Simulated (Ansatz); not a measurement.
# GaH₄ClO₃: molecular dynamics (part 1 of 3)

System: GaH₄ClO₃.
Method: RKS PBE-D4/def2-SVP (Ansatz 0.2.0).

It belongs to a series of runs on one base structure; here: dynamics from the highest image of the converged band. Figures and captions count atoms from 1; the log counts them from 0 in places.

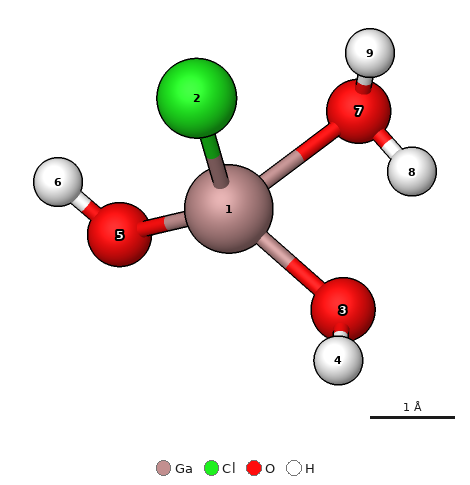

**Figure 1.** The structure as given in the input (ball-and-stick view, seen at a tilt; atoms are numbered from 1 in the order of the input). Sticks mark near contacts.

The input:
```yaml
crystal:
  periodic: [false, false, false]
  atoms:
    - { symbol: Ga, position_ang: [-0.16036, -0.068874, 0.183449] }
    - { symbol: Cl, position_ang: [-0.257597, -1.011949, 2.166552] }
    - { symbol: O, position_ang: [1.492542, 0.299352, -0.503064] }
    - { symbol: H, position_ang: [2.093712, -0.461541, -0.575824] }
    - { symbol: O, position_ang: [-1.555829, -0.216663, -0.939403] }
    - { symbol: H, position_ang: [-2.341115, -0.556831, -0.472803] }
    - { symbol: O, position_ang: [0.048491, 1.919291, 0.887726] }
    - { symbol: H, position_ang: [0.979904, 1.912069, 0.541421] }
    - { symbol: H, position_ang: [0.143348, 1.792248, 1.855746] }
basis:
  gaussian: { orbitals: def2-SVP }
hamiltonian:
  xc: pbe
  dispersion: d4
md:
  timestep: 0.5
  n_steps: 200
  ensemble: nve
  temperature: 100.0
  initial_velocities: maxwell_boltzmann
  seed: 7388
```

Machine: 4 threads of Arm Neoverse V2, 24 GiB of memory available, shared host.

Launch command:
```bash
ansatz run input.yaml --threads 4 --pin off --max-ram 5120MiB --backend cpu --events-out ev --progress --plain --runs-dir out
```

Output:
```
Engine: ansatz 0.2.0, aarch64-unknown-linux-gnu
Functional definition: PBE
  parameter kappa = 0.804
  parameter beta = 0.06672455060314922
  exchange = pbe_x(kappa = kappa, mu = beta*pi^2/3)
  correlation = pbe_c(beta = beta)
1211 factors; their error is unknown
mean field evaluation 1: about -71060.2294 eV, gradient 9.6e1 eV
mean field evaluation 2: about -70965.0093 eV, gradient 2.3e2 eV
mean field evaluation 4: about -71074.8458 eV, gradient 2.2e1 eV
mean field evaluation 8: about -71075.6732 eV, gradient 2.6e-1 eV
mean field evaluation 16: about -71075.6226 eV, gradient 2.2e-4 eV
mean field -71075.62263029 eV, -2611.9809548758 hartree, gradient 3.6e-5 eV, S^2 0.000000; 0 other end points of the search recorded, 0 dependent functions left out
the calculation of the forces begins
reference -71075.62266934 eV, -2611.9809563107 hartree; 38, 38 occupied and 74, 74 virtual orbitals, 1211 factors
md step     0: t =     0.00 fs  T =   100.0 K  F+E_penalty+E_count = -71075.82099050 eV  E_kin = 0.090482 eV  conserved = -71075.73050850 eV  (27 SCF iters)
these checks for a lower state are left out or cut short: starts, cluster_reference, orbital_swaps, neighbouring_geometries, increment
1211 factors; their error is unknown
mean field -71075.62159920 eV, -2611.9809169838 hartree, gradient 6.9e-5 eV, S^2 0.000000; 0 other end points of the search recorded, 0 dependent functions left out
the calculation of the forces begins
reference -71075.62163823 eV, -2611.9809184184 hartree; 38, 38 occupied and 74, 74 virtual orbitals, 1211 factors
md step     1: t =     0.50 fs  T =    98.9 K  F+E_penalty+E_count = -71075.82000251 eV  E_kin = 0.089516 eV  conserved = -71075.73048605 eV  (28 SCF iters)
[... from here on the SCF iterations and repeated set-up lines of each step are left out, up to the last step ...]
md step     2: t =     1.00 fs  T =    96.0 K  F+E_penalty+E_count = -71075.81727787 eV  E_kin = 0.086853 eV  conserved = -71075.73042496 eV  (27 SCF iters)
md step     3: t =     1.50 fs  T =    92.2 K  F+E_penalty+E_count = -71075.81376849 eV  E_kin = 0.083415 eV  conserved = -71075.73035392 eV  (27 SCF iters)
md step     4: t =     2.00 fs  T =    88.7 K  F+E_penalty+E_count = -71075.81057888 eV  E_kin = 0.080272 eV  conserved = -71075.73030713 eV  (28 SCF iters)
md step     5: t =     2.50 fs  T =    86.4 K  F+E_penalty+E_count = -71075.80843857 eV  E_kin = 0.078132 eV  conserved = -71075.73030649 eV  (27 SCF iters)
md step     6: t =     3.00 fs  T =    85.1 K  F+E_penalty+E_count = -71075.80736560 eV  E_kin = 0.077016 eV  conserved = -71075.73034933 eV  (27 SCF iters)
md step     7: t =     3.50 fs  T =    84.3 K  F+E_penalty+E_count = -71075.80670389 eV  E_kin = 0.076293 eV  conserved = -71075.73041097 eV  (27 SCF iters)
md step     8: t =     4.00 fs  T =    82.9 K  F+E_penalty+E_count = -71075.80549851 eV  E_kin = 0.075039 eV  conserved = -71075.73045941 eV  (27 SCF iters)
md step     9: t =     4.50 fs  T =    80.1 K  F+E_penalty+E_count = -71075.80298931 eV  E_kin = 0.072517 eV  conserved = -71075.73047183 eV  (27 SCF iters)
md step    10: t =     5.00 fs  T =    75.7 K  F+E_penalty+E_count = -71075.79897136 eV  E_kin = 0.068528 eV  conserved = -71075.73044304 eV  (27 SCF iters)
md step    11: t =     5.50 fs  T =    70.2 K  F+E_penalty+E_count = -71075.79387988 eV  E_kin = 0.063494 eV  conserved = -71075.73038574 eV  (27 SCF iters)
md step    12: t =     6.00 fs  T =    64.4 K  F+E_penalty+E_count = -71075.78859869 eV  E_kin = 0.058276 eV  conserved = -71075.73032309 eV  (27 SCF iters)
md step    13: t =     6.50 fs  T =    59.5 K  F+E_penalty+E_count = -71075.78410027 eV  E_kin = 0.053821 eV  conserved = -71075.73027934 eV  (28 SCF iters)
md step    14: t =     7.00 fs  T =    56.1 K  F+E_penalty+E_count = -71075.78106482 eV  E_kin = 0.050794 eV  conserved = -71075.73027116 eV  (28 SCF iters)
md step    15: t =     7.50 fs  T =    54.5 K  F+E_penalty+E_count = -71075.77961929 eV  E_kin = 0.049318 eV  conserved = -71075.73030139 eV  (27 SCF iters)
md step    16: t =     8.00 fs  T =    54.1 K  F+E_penalty+E_count = -71075.77929383 eV  E_kin = 0.048936 eV  conserved = -71075.73035752 eV  (27 SCF iters)
md step    17: t =     8.50 fs  T =    53.9 K  F+E_penalty+E_count = -71075.77922026 eV  E_kin = 0.048805 eV  conserved = -71075.73041556 eV  (27 SCF iters)
md step    18: t =     9.00 fs  T =    53.1 K  F+E_penalty+E_count = -71075.77850855 eV  E_kin = 0.048059 eV  conserved = -71075.73044908 eV  (27 SCF iters)
md step    19: t =     9.50 fs  T =    51.1 K  F+E_penalty+E_count = -71075.77665665 eV  E_kin = 0.046216 eV  conserved = -71075.73044090 eV  (29 SCF iters)
md step    20: t =    10.00 fs  T =    48.0 K  F+E_penalty+E_count = -71075.77381139 eV  E_kin = 0.043419 eV  conserved = -71075.73039260 eV  (27 SCF iters)
md step    21: t =    10.50 fs  T =    44.7 K  F+E_penalty+E_count = -71075.77073647 eV  E_kin = 0.040410 eV  conserved = -71075.73032601 eV  (27 SCF iters)
md step    22: t =    11.00 fs  T =    42.2 K  F+E_penalty+E_count = -71075.76846919 eV  E_kin = 0.038195 eV  conserved = -71075.73027413 eV  (27 SCF iters)
md step    23: t =    11.50 fs  T =    41.5 K  F+E_penalty+E_count = -71075.76781500 eV  E_kin = 0.037552 eV  conserved = -71075.73026307 eV  (27 SCF iters)
md step    24: t =    12.00 fs  T =    42.7 K  F+E_penalty+E_count = -71075.76894635 eV  E_kin = 0.038649 eV  conserved = -71075.73029764 eV  (27 SCF iters)
md step    25: t =    12.50 fs  T =    45.3 K  F+E_penalty+E_count = -71075.77132746 eV  E_kin = 0.040968 eV  conserved = -71075.73035908 eV  (28 SCF iters)
md step    26: t =    13.00 fs  T =    48.2 K  F+E_penalty+E_count = -71075.77399952 eV  E_kin = 0.043583 eV  conserved = -71075.73041665 eV  (27 SCF iters)
md step    27: t =    13.50 fs  T =    50.4 K  F+E_penalty+E_count = -71075.77605399 eV  E_kin = 0.045610 eV  conserved = -71075.73044441 eV  (27 SCF iters)
md step    28: t =    14.00 fs  T =    51.5 K  F+E_penalty+E_count = -71075.77703924 eV  E_kin = 0.046607 eV  conserved = -71075.73043215 eV  (27 SCF iters)
md step    29: t =    14.50 fs  T =    51.7 K  F+E_penalty+E_count = -71075.77712301 eV  E_kin = 0.046735 eV  conserved = -71075.73038826 eV  (28 SCF iters)
md step    30: t =    15.00 fs  T =    51.5 K  F+E_penalty+E_count = -71075.77697199 eV  E_kin = 0.046639 eV  conserved = -71075.73033304 eV  (27 SCF iters)
md step    31: t =    15.50 fs  T =    52.1 K  F+E_penalty+E_count = -71075.77743621 eV  E_kin = 0.047146 eV  conserved = -71075.73029027 eV  (28 SCF iters)
md step    32: t =    16.00 fs  T =    54.0 K  F+E_penalty+E_count = -71075.77917626 eV  E_kin = 0.048898 eV  conserved = -71075.73027839 eV  (27 SCF iters)
md step    33: t =    16.50 fs  T =    57.5 K  F+E_penalty+E_count = -71075.78237334 eV  E_kin = 0.052069 eV  conserved = -71075.73030398 eV  (27 SCF iters)
md step    34: t =    17.00 fs  T =    62.2 K  F+E_penalty+E_count = -71075.78662752 eV  E_kin = 0.056269 eV  conserved = -71075.73035882 eV  (28 SCF iters)
md step    35: t =    17.50 fs  T =    67.0 K  F+E_penalty+E_count = -71075.79108985 eV  E_kin = 0.060668 eV  conserved = -71075.73042183 eV  (27 SCF iters)
md step    36: t =    18.00 fs  T =    71.1 K  F+E_penalty+E_count = -71075.79479411 eV  E_kin = 0.064328 eV  conserved = -71075.73046656 eV  (27 SCF iters)
md step    37: t =    18.50 fs  T =    73.6 K  F+E_penalty+E_count = -71075.79706787 eV  E_kin = 0.066595 eV  conserved = -71075.73047240 eV  (27 SCF iters)
md step    38: t =    19.00 fs  T =    74.5 K  F+E_penalty+E_count = -71075.79784411 eV  E_kin = 0.067408 eV  conserved = -71075.73043615 eV  (27 SCF iters)
md step    39: t =    19.50 fs  T =    74.4 K  F+E_penalty+E_count = -71075.79770270 eV  E_kin = 0.067327 eV  conserved = -71075.73037606 eV  (27 SCF iters)
md step    40: t =    20.00 fs  T =    74.3 K  F+E_penalty+E_count = -71075.79758295 eV  E_kin = 0.067258 eV  conserved = -71075.73032447 eV  (27 SCF iters)
md step    41: t =    20.50 fs  T =    75.1 K  F+E_penalty+E_count = -71075.79828598 eV  E_kin = 0.067976 eV  conserved = -71075.73031031 eV  (29 SCF iters)
md step    42: t =    21.00 fs  T =    77.0 K  F+E_penalty+E_count = -71075.80003368 eV  E_kin = 0.069692 eV  conserved = -71075.73034198 eV  (28 SCF iters)
md step    43: t =    21.50 fs  T =    79.5 K  F+E_penalty+E_count = -71075.80234044 eV  E_kin = 0.071938 eV  conserved = -71075.73040264 eV  (28 SCF iters)
md step    44: t =    22.00 fs  T =    81.6 K  F+E_penalty+E_count = -71075.80426848 eV  E_kin = 0.073807 eV  conserved = -71075.73046104 eV  (27 SCF iters)
md step    45: t =    22.50 fs  T =    82.2 K  F+E_penalty+E_count = -71075.80490585 eV  E_kin = 0.074416 eV  conserved = -71075.73048937 eV  (27 SCF iters)
md step    46: t =    23.00 fs  T =    81.0 K  F+E_penalty+E_count = -71075.80379823 eV  E_kin = 0.073322 eV  conserved = -71075.73047641 eV  (27 SCF iters)
md step    47: t =    23.50 fs  T =    78.1 K  F+E_penalty+E_count = -71075.80113207 eV  E_kin = 0.070702 eV  conserved = -71075.73042961 eV  (27 SCF iters)
md step    48: t =    24.00 fs  T =    74.3 K  F+E_penalty+E_count = -71075.79762657 eV  E_kin = 0.067257 eV  conserved = -71075.73036908 eV  (28 SCF iters)
md step    49: t =    24.50 fs  T =    70.6 K  F+E_penalty+E_count = -71075.79422265 eV  E_kin = 0.063904 eV  conserved = -71075.73031829 eV  (28 SCF iters)
md step    50: t =    25.00 fs  T =    67.9 K  F+E_penalty+E_count = -71075.79171395 eV  E_kin = 0.061418 eV  conserved = -71075.73029567 eV  (27 SCF iters)
md step    51: t =    25.50 fs  T =    66.5 K  F+E_penalty+E_count = -71075.79045553 eV  E_kin = 0.060147 eV  conserved = -71075.73030867 eV  (27 SCF iters)
md step    52: t =    26.00 fs  T =    66.2 K  F+E_penalty+E_count = -71075.79024618 eV  E_kin = 0.059895 eV  conserved = -71075.73035133 eV  (27 SCF iters)
md step    53: t =    26.50 fs  T =    66.3 K  F+E_penalty+E_count = -71075.79042590 eV  E_kin = 0.060021 eV  conserved = -71075.73040510 eV  (27 SCF iters)
md step    54: t =    27.00 fs  T =    66.0 K  F+E_penalty+E_count = -71075.79016713 eV  E_kin = 0.059722 eV  conserved = -71075.73044527 eV  (27 SCF iters)
md step    55: t =    27.50 fs  T =    64.6 K  F+E_penalty+E_count = -71075.78886157 eV  E_kin = 0.058411 eV  conserved = -71075.73045065 eV  (27 SCF iters)
md step    56: t =    28.00 fs  T =    61.9 K  F+E_penalty+E_count = -71075.78644462 eV  E_kin = 0.056030 eV  conserved = -71075.73041485 eV  (27 SCF iters)
md step    57: t =    28.50 fs  T =    58.7 K  F+E_penalty+E_count = -71075.78348489 eV  E_kin = 0.053132 eV  conserved = -71075.73035270 eV  (27 SCF iters)
md step    58: t =    29.00 fs  T =    56.0 K  F+E_penalty+E_count = -71075.78094838 eV  E_kin = 0.050653 eV  conserved = -71075.73029541 eV  (27 SCF iters)
md step    59: t =    29.50 fs  T =    54.6 K  F+E_penalty+E_count = -71075.77971771 eV  E_kin = 0.049444 eV  conserved = -71075.73027416 eV  (27 SCF iters)
md step    60: t =    30.00 fs  T =    55.1 K  F+E_penalty+E_count = -71075.78011666 eV  E_kin = 0.049815 eV  conserved = -71075.73030128 eV  (27 SCF iters)
md step    61: t =    30.50 fs  T =    56.8 K  F+E_penalty+E_count = -71075.78172237 eV  E_kin = 0.051360 eV  conserved = -71075.73036277 eV  (28 SCF iters)
md step    62: t =    31.00 fs  T =    58.7 K  F+E_penalty+E_count = -71075.78358014 eV  E_kin = 0.053153 eV  conserved = -71075.73042675 eV  (27 SCF iters)
md step    63: t =    31.50 fs  T =    59.9 K  F+E_penalty+E_count = -71075.78468860 eV  E_kin = 0.054226 eV  conserved = -71075.73046268 eV  (29 SCF iters)
md step    64: t =    32.00 fs  T =    59.7 K  F+E_penalty+E_count = -71075.78447202 eV  E_kin = 0.054015 eV  conserved = -71075.73045652 eV  (27 SCF iters)
md step    65: t =    32.50 fs  T =    58.1 K  F+E_penalty+E_count = -71075.78300596 eV  E_kin = 0.052591 eV  conserved = -71075.73041459 eV  (28 SCF iters)
md step    66: t =    33.00 fs  T =    55.9 K  F+E_penalty+E_count = -71075.78092843 eV  E_kin = 0.050571 eV  conserved = -71075.73035728 eV  (27 SCF iters)
md step    67: t =    33.50 fs  T =    53.9 K  F+E_penalty+E_count = -71075.77912418 eV  E_kin = 0.048815 eV  conserved = -71075.73030946 eV  (27 SCF iters)
md step    68: t =    34.00 fs  T =    53.1 K  F+E_penalty+E_count = -71075.77833698 eV  E_kin = 0.048046 eV  conserved = -71075.73029057 eV  (27 SCF iters)
md step    69: t =    34.50 fs  T =    53.7 K  F+E_penalty+E_count = -71075.77886202 eV  E_kin = 0.048554 eV  conserved = -71075.73030848 eV  (28 SCF iters)
md step    70: t =    35.00 fs  T =    55.3 K  F+E_penalty+E_count = -71075.78042276 eV  E_kin = 0.050066 eV  conserved = -71075.73035646 eV  (28 SCF iters)
md step    71: t =    35.50 fs  T =    57.3 K  F+E_penalty+E_count = -71075.78227933 eV  E_kin = 0.051865 eV  conserved = -71075.73041452 eV  (28 SCF iters)
md step    72: t =    36.00 fs  T =    58.7 K  F+E_penalty+E_count = -71075.78354534 eV  E_kin = 0.053090 eV  conserved = -71075.73045566 eV  (28 SCF iters)
md step    73: t =    36.50 fs  T =    58.7 K  F+E_penalty+E_count = -71075.78360797 eV  E_kin = 0.053151 eV  conserved = -71075.73045720 eV  (27 SCF iters)
md step    74: t =    37.00 fs  T =    57.5 K  F+E_penalty+E_count = -71075.78247276 eV  E_kin = 0.052059 eV  conserved = -71075.73041354 eV  (27 SCF iters)
md step    75: t =    37.50 fs  T =    55.8 K  F+E_penalty+E_count = -71075.78083780 eV  E_kin = 0.050495 eV  conserved = -71075.73034322 eV  (27 SCF iters)
md step    76: t =    38.00 fs  T =    54.7 K  F+E_penalty+E_count = -71075.77979892 eV  E_kin = 0.049516 eV  conserved = -71075.73028246 eV  (28 SCF iters)
md step    77: t =    38.50 fs  T =    55.3 K  F+E_penalty+E_count = -71075.78029213 eV  E_kin = 0.050027 eV  conserved = -71075.73026535 eV  (27 SCF iters)
md step    78: t =    39.00 fs  T =    57.8 K  F+E_penalty+E_count = -71075.78257619 eV  E_kin = 0.052274 eV  conserved = -71075.73030224 eV  (27 SCF iters)
md step    79: t =    39.50 fs  T =    61.6 K  F+E_penalty+E_count = -71075.78607637 eV  E_kin = 0.055703 eV  conserved = -71075.73037302 eV  (27 SCF iters)
md step    80: t =    40.00 fs  T =    65.5 K  F+E_penalty+E_count = -71075.78969009 eV  E_kin = 0.059250 eV  conserved = -71075.73044017 eV  (27 SCF iters)
md step    81: t =    40.50 fs  T =    68.4 K  F+E_penalty+E_count = -71075.79235911 eV  E_kin = 0.061887 eV  conserved = -71075.73047163 eV  (27 SCF iters)
md step    82: t =    41.00 fs  T =    69.8 K  F+E_penalty+E_count = -71075.79356794 eV  E_kin = 0.063111 eV  conserved = -71075.73045651 eV  (27 SCF iters)
md step    83: t =    41.50 fs  T =    69.8 K  F+E_penalty+E_count = -71075.79352349 eV  E_kin = 0.063117 eV  conserved = -71075.73040665 eV  (27 SCF iters)
md step    84: t =    42.00 fs  T =    69.2 K  F+E_penalty+E_count = -71075.79298231 eV  E_kin = 0.062635 eV  conserved = -71075.73034734 eV  (27 SCF iters)
md step    85: t =    42.50 fs  T =    69.1 K  F+E_penalty+E_count = -71075.79286124 eV  E_kin = 0.062556 eV  conserved = -71075.73030490 eV  (28 SCF iters)
md step    86: t =    43.00 fs  T =    70.2 K  F+E_penalty+E_count = -71075.79382348 eV  E_kin = 0.063527 eV  conserved = -71075.73029694 eV  (27 SCF iters)
md step    87: t =    43.50 fs  T =    72.6 K  F+E_penalty+E_count = -71075.79599871 eV  E_kin = 0.065672 eV  conserved = -71075.73032689 eV  (26 SCF iters)
md step    88: t =    44.00 fs  T =    75.8 K  F+E_penalty+E_count = -71075.79892747 eV  E_kin = 0.068544 eV  conserved = -71075.73038321 eV  (28 SCF iters)
md step    89: t =    44.50 fs  T =    78.8 K  F+E_penalty+E_count = -71075.80174409 eV  E_kin = 0.071301 eV  conserved = -71075.73044261 eV  (27 SCF iters)
md step    90: t =    45.00 fs  T =    80.7 K  F+E_penalty+E_count = -71075.80354181 eV  E_kin = 0.073063 eV  conserved = -71075.73047832 eV  (27 SCF iters)
md step    91: t =    45.50 fs  T =    81.0 K  F+E_penalty+E_count = -71075.80379083 eV  E_kin = 0.073320 eV  conserved = -71075.73047082 eV  (28 SCF iters)
md step    92: t =    46.00 fs  T =    79.8 K  F+E_penalty+E_count = -71075.80263296 eV  E_kin = 0.072214 eV  conserved = -71075.73041938 eV  (27 SCF iters)
md step    93: t =    46.50 fs  T =    78.0 K  F+E_penalty+E_count = -71075.80088307 eV  E_kin = 0.070537 eV  conserved = -71075.73034609 eV  (27 SCF iters)
md step    94: t =    47.00 fs  T =    76.7 K  F+E_penalty+E_count = -71075.79968137 eV  E_kin = 0.069394 eV  conserved = -71075.73028738 eV  (27 SCF iters)
md step    95: t =    47.50 fs  T =    77.0 K  F+E_penalty+E_count = -71075.79993501 eV  E_kin = 0.069661 eV  conserved = -71075.73027361 eV  (27 SCF iters)
md step    96: t =    48.00 fs  T =    79.1 K  F+E_penalty+E_count = -71075.80185328 eV  E_kin = 0.071542 eV  conserved = -71075.73031093 eV  (27 SCF iters)
md step    97: t =    48.50 fs  T =    82.3 K  F+E_penalty+E_count = -71075.80485604 eV  E_kin = 0.074479 eV  conserved = -71075.73037703 eV  (27 SCF iters)
md step    98: t =    49.00 fs  T =    85.6 K  F+E_penalty+E_count = -71075.80791141 eV  E_kin = 0.077476 eV  conserved = -71075.73043587 eV  (27 SCF iters)
md step    99: t =    49.50 fs  T =    88.0 K  F+E_penalty+E_count = -71075.81008598 eV  E_kin = 0.079627 eV  conserved = -71075.73045929 eV  (27 SCF iters)
md step   100: t =    50.00 fs  T =    89.0 K  F+E_penalty+E_count = -71075.81098655 eV  E_kin = 0.080547 eV  conserved = -71075.73043977 eV  (28 SCF iters)
md step   101: t =    50.50 fs  T =    89.0 K  F+E_penalty+E_count = -71075.81088685 eV  E_kin = 0.080496 eV  conserved = -71075.73039063 eV  (27 SCF iters)
md step   102: t =    51.00 fs  T =    88.6 K  F+E_penalty+E_count = -71075.81053210 eV  E_kin = 0.080196 eV  conserved = -71075.73033614 eV  (28 SCF iters)
md step   103: t =    51.50 fs  T =    88.9 K  F+E_penalty+E_count = -71075.81076452 eV  E_kin = 0.080464 eV  conserved = -71075.73030016 eV  (28 SCF iters)
md step   104: t =    52.00 fs  T =    90.5 K  F+E_penalty+E_count = -71075.81214840 eV  E_kin = 0.081851 eV  conserved = -71075.73029748 eV  (27 SCF iters)
md step   105: t =    52.50 fs  T =    93.3 K  F+E_penalty+E_count = -71075.81473302 eV  E_kin = 0.084403 eV  conserved = -71075.73032993 eV  (28 SCF iters)
```
